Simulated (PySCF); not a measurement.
# F3OTa (Ta(O)(F)3): the cost of one run

Computed with PySCF 2.14.0. Level: r2SCAN, Ta def2-SVP with ECP60, O def2-SVP, F def2-SVP; scalar-relativistic core potentials, no spin–orbit coupling.

5 further runs of the same task are left out: 1 for a known fault of the program, 2 that didn't finish, 2 set aside as unsound or not needed.

### 1 The starting structure

5 atoms, charge 0, spin multiplicity 1.

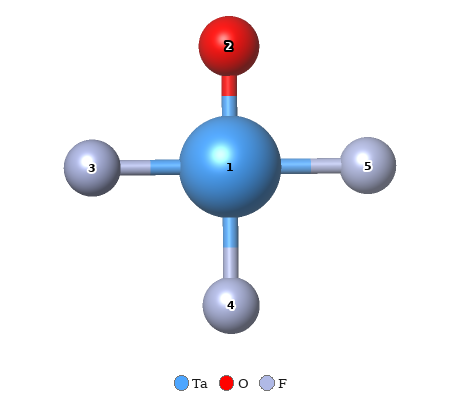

As it starts; tantalum blue, oxygen red, fluorine light blue; atoms are numbered from 1 in the order of the file.

Geometry (Å):

```csv
atom,x (Å),y (Å),z (Å)
Ta1,0.0000,0.0000,0.0000
O2,1.5540,0.0000,0.0000
F3,0.0000,1.7888,0.0000
F4,-1.7888,0.0000,0.0000
F5,0.0000,-1.7888,0.0000
```

Formal oxidation states: Ta +5.

### 2 SCF at the start, singlet

run.py (the lines that set the calculation)

```python
mol = gto.M(atom='''
Ta     0.00000     0.00000     0.00000
O      1.55400     0.00000     0.00000
F      0.00000     1.78880     0.00000
F     -1.78880     0.00000     0.00000
F      0.00000    -1.78880     0.00000''',
    basis={'Ta': 'def2-SVP', 'O': 'def2-SVP', 'F': 'def2-SVP'},
    ecp={'Ta': 'def2-SVP'},
    charge=0, spin=0)
mf = dft.RKS(mol, xc='R2SCAN')
mf.grids.atom_grid = (50, 194)
mf = mf.density_fit()  # fitting sets: Ta def2-universal-JKFIT, O def2-universal-JKFIT, F def2-universal-JKFIT
mf.conv_tol = 1e-08; mf.max_cycle = 55
mf.kernel(dm0)  # dm0: free metal ions and neutral atoms
```

Run with:

```console
OMP_NUM_THREADS=2 python run.py
```

Q: Estimate wall time and peak memory on 2 threads of Arm Neoverse V2, shared host.

About 2.4 s, with a peak of 0.39 GiB.
